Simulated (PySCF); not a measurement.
# [ReS3]+: one geometry, many levels of theory

How much do the numbers for [ReS3]+ (singlet) hang on the method? All levels run at one geometry, the PBE0 minimum.

The runs use PySCF 2.14.0; several methods, basis Re def2-SVP with ECP60, S def2-SVP, scalar-relativistic core potentials, no spin–orbit coupling, density fitting.

### 1 The system as given

4 atoms, charge 1, spin multiplicity 1.

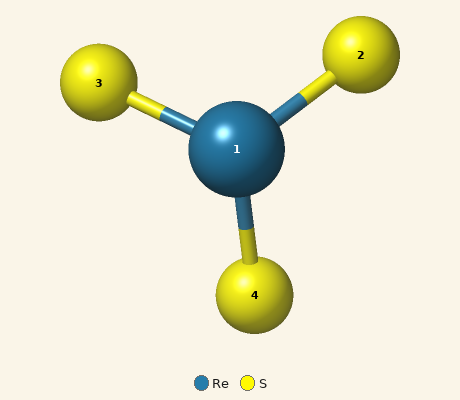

Start geometry, drawn with rhenium blue, sulfur yellow; atoms are numbered from 1 in the order of the file.

```xyz
4
charge 1 multiplicity 1
Re    0.0000    0.0000    0.2657
S     1.9346    0.0000   -0.5195
S    -0.9673    1.6754   -0.5195
S    -0.9673   -1.6754   -0.5195
```

### 2 PBE0

The steps are one call of a driver around PySCF; scf.py gives each level's set-up. Each SCF starts from the density of the minimum. The driver also runs the species with one electron less or more at the same geometry (one less: multiplicity 2, one more: multiplicity 2); their logs are not shown.

scf.py reads:

```python
from pyscf import gto, scf, dft
mol = gto.M(atom='''
Re     0.000000     0.000000     0.265704
S      1.934608     0.000019    -0.519451
S     -0.967321     1.675410    -0.519451
S     -0.967287    -1.675429    -0.519451''',
    basis={'Re': 'def2-SVP', 'S': 'def2-SVP'},
    ecp={'Re': 'def2-SVP'},
    charge=1, spin=0)
mf = dft.RKS(mol, xc='PBE0')
mf.grids.atom_grid = (99, 590)
aux = {'Re': 'def2-universal-JKFIT', 'S': 'def2-universal-JKFIT'}
mf = mf.density_fit(auxbasis=aux)
mf.kernel()
```

Standard output:

```text
init E= -1271.81616530187
  HOMO = -0.469425776747937  LUMO = -0.389195247988298  gap/eV = 2.18318
cycle= 1 E= -1271.81616530202  delta_E= -1.48e-10  |g|= 1.94e-05  |ddm|= 6.85e-05
  HOMO = -0.469424496976728  LUMO = -0.389196875441075  gap/eV = 2.18310
Extra cycle  E= -1271.81616530064  delta_E= 1.38e-09  |g|= 7.27e-05  |ddm|= 9.55e-05
converged SCF energy = -1271.81616530064
```

This level, with the species of one electron less or more, took 11 s on 4 threads, shared host.

* energy: -1271.816165 Eh
* one electron less (charge +2): -1271.273599 Eh (doublet, ⟨S²⟩ 0.82)
* one electron more (charge +0): -1272.144913 Eh (doublet, ⟨S²⟩ 0.76)
* Mulliken charge of Re1: +0.63 e

### 3 HF

scf.py: that of step 2 with these lines changed.

```diff
@@ -10,2 +10 @@
-mf = dft.RKS(mol, xc='PBE0')
-mf.grids.atom_grid = (99, 590)
+mf = scf.RHF(mol)
```

Standard output (excerpt; [...] marks lines left out):

```text
[... the frontier levels of the middle cycles are left out ...]
init E= -1269.37575661929
  HOMO = -0.536208626457967  LUMO = -0.254411605593388  gap/eV = 7.66809
cycle= 1 E= -1269.39095029163  delta_E= -0.0152  |g|= 0.235  |ddm|= 0.529
  HOMO = -0.550291370842991  LUMO = -0.314978540102872  gap/eV = 6.40319
cycle= 2 E= -1269.35791599469  delta_E= 0.033  |g|= 0.458  |ddm|= 0.563
  HOMO = -0.550795192708761  LUMO = -0.275948445027793  gap/eV = 7.47896
cycle= 3 E= -1269.40557064926  delta_E= -0.0477  |g|= 0.0266  |ddm|= 0.384
cycle= 4 E= -1269.40686297812  delta_E= -0.00129  |g|= 0.0152  |ddm|= 0.0998
cycle= 5 E= -1269.40741240666  delta_E= -0.000549  |g|= 0.00912  |ddm|= 0.0795
cycle= 6 E= -1269.4075477525  delta_E= -0.000135  |g|= 0.00369  |ddm|= 0.0455
cycle= 7 E= -1269.40756507035  delta_E= -1.73e-05  |g|= 0.00133  |ddm|= 0.0152
cycle= 8 E= -1269.40756920462  delta_E= -4.13e-06  |g|= 0.000575  |ddm|= 0.00701
cycle= 9 E= -1269.40757013291  delta_E= -9.28e-07  |g|= 0.000247  |ddm|= 0.00379
cycle= 10 E= -1269.40757028408  delta_E= -1.51e-07  |g|= 0.000103  |ddm|= 0.00158
cycle= 11 E= -1269.40757031345  delta_E= -2.94e-08  |g|= 5.29e-05  |ddm|= 0.000714
cycle= 12 E= -1269.40757031746  delta_E= -4.01e-09  |g|= 2.61e-05  |ddm|= 0.000208
cycle= 13 E= -1269.40757031858  delta_E= -1.12e-09  |g|= 9.99e-06  |ddm|= 0.000109
cycle= 14 E= -1269.40757031885  delta_E= -2.7e-10  |g|= 3.29e-06  |ddm|= 6.69e-05
  HOMO = -0.557274487897007  LUMO = -0.266546263166253  gap/eV = 7.91112
Extra cycle  E= -1269.40757031887  delta_E= -1.64e-11  |g|= 3.26e-06  |ddm|= 9.52e-06
converged SCF energy = -1269.40757031887
```

This level, with the species of one electron less or more, took 5 s.

- energy: -1269.407570 Eh
- one electron less (charge +2): -1268.907032 Eh (doublet, ⟨S²⟩ 1.51)
- one electron more (charge +0): -1269.736291 Eh (doublet, ⟨S²⟩ 0.80)
- Mulliken charge of Re1: +0.79 e

### 4 MP2

scf.py: that of step 3 with these lines changed.

```diff
@@ -13,0 +14,2 @@
+from pyscf.mp import dfmp2
+dfmp2.DFMP2(mf, frozen=15).kernel()  # the driver gives MP2 a fitting basis of its own (RI)
```

Standard output (excerpt; [...] marks lines left out):

```text
[... the frontier levels of the middle cycles are left out ...]
init E= -1269.37575661929
  HOMO = -0.536208626457966  LUMO = -0.254411605593391  gap/eV = 7.66809
cycle= 1 E= -1269.39095029163  delta_E= -0.0152  |g|= 0.235  |ddm|= 0.529
  HOMO = -0.550291370842994  LUMO = -0.314978540102872  gap/eV = 6.40319
cycle= 2 E= -1269.35791599469  delta_E= 0.033  |g|= 0.458  |ddm|= 0.563
  HOMO = -0.550795192708758  LUMO = -0.275948445027797  gap/eV = 7.47896
cycle= 3 E= -1269.40557064927  delta_E= -0.0477  |g|= 0.0266  |ddm|= 0.384
cycle= 4 E= -1269.40686297812  delta_E= -0.00129  |g|= 0.0152  |ddm|= 0.0998
cycle= 5 E= -1269.40741240666  delta_E= -0.000549  |g|= 0.00912  |ddm|= 0.0795
cycle= 6 E= -1269.4075477525  delta_E= -0.000135  |g|= 0.00369  |ddm|= 0.0455
cycle= 7 E= -1269.40756507034  delta_E= -1.73e-05  |g|= 0.00133  |ddm|= 0.0152
cycle= 8 E= -1269.40756920462  delta_E= -4.13e-06  |g|= 0.000575  |ddm|= 0.00701
cycle= 9 E= -1269.40757013291  delta_E= -9.28e-07  |g|= 0.000247  |ddm|= 0.00379
cycle= 10 E= -1269.40757028407  delta_E= -1.51e-07  |g|= 0.000103  |ddm|= 0.00158
cycle= 11 E= -1269.40757031345  delta_E= -2.94e-08  |g|= 5.29e-05  |ddm|= 0.000714
cycle= 12 E= -1269.40757031746  delta_E= -4.01e-09  |g|= 2.61e-05  |ddm|= 0.000208
cycle= 13 E= -1269.40757031858  delta_E= -1.13e-09  |g|= 9.99e-06  |ddm|= 0.000109
cycle= 14 E= -1269.40757031885  delta_E= -2.68e-10  |g|= 3.29e-06  |ddm|= 6.69e-05
  HOMO = -0.557274487897  LUMO = -0.266546263166227  gap/eV = 7.91112
Extra cycle  E= -1269.40757031887  delta_E= -1.57e-11  |g|= 3.26e-06  |ddm|= 9.52e-06
converged SCF energy = -1269.40757031887
```

This level, with the species of one electron less or more, took 5.3 s.

```
energy                                                              : -1270.289078 Eh
one electron less (charge +2)                                       : -1269.705761 Eh (doublet, ⟨S²⟩ 1.51)
one electron more (charge +0)                                       : -1270.579909 Eh (doublet, ⟨S²⟩ 0.80)
MP2 correlation in its own fitting basis (same spin, opposite spin) : -0.88151 Eh (-0.28296, -0.59855)
```

### 5 PBE

scf.py: that of step 4 with these lines changed.

```diff
@@ -10 +10,2 @@
-mf = scf.RHF(mol)
+mf = dft.RKS(mol, xc='PBE')
+mf.grids.atom_grid = (99, 590)
@@ -14,2 +14,0 @@
-from pyscf.mp import dfmp2
-dfmp2.DFMP2(mf, frozen=15).kernel()  # the driver gives MP2 a fitting basis of its own (RI)
```

Standard output (excerpt; [...] marks lines left out):

```text
[... the frontier levels of the middle cycles are left out ...]
init E= -1271.81865615631
  HOMO = -0.43198196548099  LUMO = -0.42104549615558  gap/eV = 0.29760
cycle= 1 E= -1271.81243786852  delta_E= 0.00622  |g|= 0.206  |ddm|= 0.316
  HOMO = -0.432947423623129  LUMO = -0.373624803463541  gap/eV = 1.61425
cycle= 2 E= -1271.43004176564  delta_E= 0.382  |g|= 1.23  |ddm|=  1.1
  HOMO = -0.429084999388727  LUMO = -0.413360269395907  gap/eV = 0.42789
cycle= 3 E= -1271.82120281076  delta_E= -0.391  |g|= 0.0621  |ddm|= 1.01
cycle= 4 E= -1271.82208084678  delta_E= -0.000878  |g|= 0.0195  |ddm|= 0.0474
cycle= 5 E= -1271.82216464665  delta_E= -8.38e-05  |g|= 0.00354  |ddm|= 0.0144
cycle= 6 E= -1271.82216397844  delta_E= 6.68e-07  |g|= 0.00333  |ddm|= 0.00732
cycle= 7 E= -1271.82216784657  delta_E= -3.87e-06  |g|= 0.000888  |ddm|= 0.00532
cycle= 8 E= -1271.82216808931  delta_E= -2.43e-07  |g|= 0.000157  |ddm|= 0.00105
cycle= 9 E= -1271.82216809531  delta_E= -5.99e-09  |g|= 3.69e-05  |ddm|= 0.000136
cycle= 10 E= -1271.82216809563  delta_E= -3.29e-10  |g|= 6.47e-06  |ddm|= 2.68e-05
  HOMO = -0.430241864845187  LUMO = -0.41322168507568  gap/eV = 0.46314
Extra cycle  E= -1271.82216809518  delta_E= 4.59e-10  |g|= 4.42e-05  |ddm|= 3.88e-05
converged SCF energy = -1271.82216809518
```

This level, with the species of one electron less or more, took 46 s.

```
energy                        : -1271.822168 Eh
one electron less (charge +2) : -1271.285859 Eh (doublet, ⟨S²⟩ 0.77)
one electron more (charge +0) : -1272.138397 Eh (doublet, ⟨S²⟩ 0.75)
Mulliken charge of Re1        : +0.55 e
```

### 6 CCSD(T)

scf.py: that of step 5 with these lines changed.

```diff
@@ -10,2 +10 @@
-mf = dft.RKS(mol, xc='PBE')
-mf.grids.atom_grid = (99, 590)
+mf = scf.RHF(mol)
@@ -14,0 +14,3 @@
+from pyscf import cc
+mycc = cc.CCSD(mf, frozen=15).run()
+mycc.ccsd_t()
```

Standard output (excerpt; [...] marks lines left out):

```text
[... the frontier levels of the middle cycles are left out ...]
init E= -1269.37575661929
  HOMO = -0.536208626457959  LUMO = -0.254411605593391  gap/eV = 7.66809
cycle= 1 E= -1269.39095029163  delta_E= -0.0152  |g|= 0.235  |ddm|= 0.529
  HOMO = -0.550291370842994  LUMO = -0.314978540102857  gap/eV = 6.40319
cycle= 2 E= -1269.35791599469  delta_E= 0.033  |g|= 0.458  |ddm|= 0.563
  HOMO = -0.550795192708765  LUMO = -0.275948445027796  gap/eV = 7.47896
cycle= 3 E= -1269.40557064926  delta_E= -0.0477  |g|= 0.0266  |ddm|= 0.384
cycle= 4 E= -1269.40686297812  delta_E= -0.00129  |g|= 0.0152  |ddm|= 0.0998
cycle= 5 E= -1269.40741240666  delta_E= -0.000549  |g|= 0.00912  |ddm|= 0.0795
cycle= 6 E= -1269.4075477525  delta_E= -0.000135  |g|= 0.00369  |ddm|= 0.0455
cycle= 7 E= -1269.40756507034  delta_E= -1.73e-05  |g|= 0.00133  |ddm|= 0.0152
cycle= 8 E= -1269.40756920462  delta_E= -4.13e-06  |g|= 0.000575  |ddm|= 0.00701
cycle= 9 E= -1269.40757013291  delta_E= -9.28e-07  |g|= 0.000247  |ddm|= 0.00379
cycle= 10 E= -1269.40757028407  delta_E= -1.51e-07  |g|= 0.000103  |ddm|= 0.00158
cycle= 11 E= -1269.40757031344  delta_E= -2.94e-08  |g|= 5.29e-05  |ddm|= 0.000714
cycle= 12 E= -1269.40757031746  delta_E= -4.01e-09  |g|= 2.61e-05  |ddm|= 0.000208
cycle= 13 E= -1269.40757031858  delta_E= -1.12e-09  |g|= 9.99e-06  |ddm|= 0.000109
cycle= 14 E= -1269.40757031885  delta_E= -2.74e-10  |g|= 3.29e-06  |ddm|= 6.69e-05
  HOMO = -0.557274487896976  LUMO = -0.266546263166227  gap/eV = 7.91112
Extra cycle  E= -1269.40757031886  delta_E= -1.16e-11  |g|= 3.26e-06  |ddm|= 9.52e-06
converged SCF energy = -1269.40757031886
CCSD nocc = 16, nmo = 71
Init t2, MP2 energy = -1270.28909599252  E_corr(MP2) -0.881525673658745
RCCSD converged
E(RCCSD) = -1270.205814944215  E_corr = -0.798244625350562
RCCSD(T) correction = -0.0601449782019146
```

This level took 1.9 min on 4 threads, shared host.

- energy: -1270.265960 Eh
- MP2 correlation in its own fitting basis (same spin, opposite spin): -0.88151 Eh (-0.28296, -0.59855)
- CCSD, (T): -0.79824, -0.06014 Eh; T1 0.033, D1 0.104

The dipole of an ion depends on the origin, here the centre of mass.

### 7 The ladder

| level | vertical ionisation energy (eV) | vertical electron affinity (eV) | −ε(HOMO) (eV) | gap (eV) | dipole (D) | wall time |
| --- | --- | --- | --- | --- | --- | --- |
| PBE0 | 14.76 | 8.95 | 12.77 | 2.18 | 1.42 | 11 s |
| HF | 13.62 | 8.94 | 15.16 | 7.91 | 1.75 | 5 s |
| MP2 | 15.87 | 7.91 | – | – | – | 5.3 s |
| PBE | 14.59 | 8.61 | 11.71 | 0.46 | 1.26 | 46 s |
| CCSD(T) | – | – | – | – | – | 1.9 min |

Times are for 4 threads, shared host; PBE0 starts from its own converged density, so its time is not comparable. A dash stands where a species or a free atom was not run at that level, or the quantity is not defined.

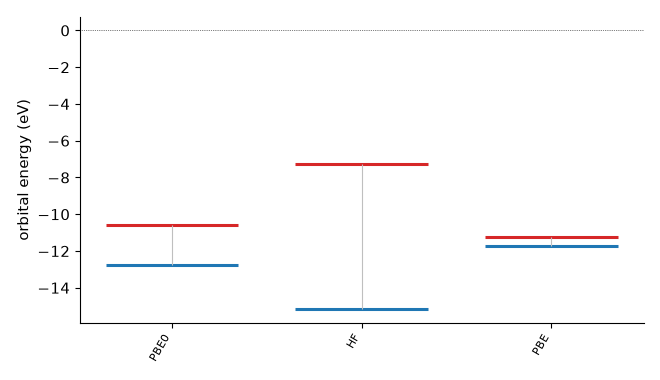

Highest occupied (blue) and lowest empty (red) levels by method.

### 8 Results

| quantity | value |
| --- | --- |
| vertical ionisation energy, range | 13.62 (HF) to 15.87 (MP2) eV |
| vertical electron affinity, range | 7.91 (MP2) to 8.95 (PBE0) eV |
| orbital gap, range | 0.46 (PBE) to 7.91 (HF) eV |
| T1, D1 | 0.033, 0.104 |

The vertical ionisation energy spreads over 2.25 eV, from HF to MP2; without a CCSD(T) value for it there is no yardstick here. Spin contamination is strong in at least one of the open-shell species at HF, MP2. Spin–orbit coupling, left out here, can matter for elements this heavy.
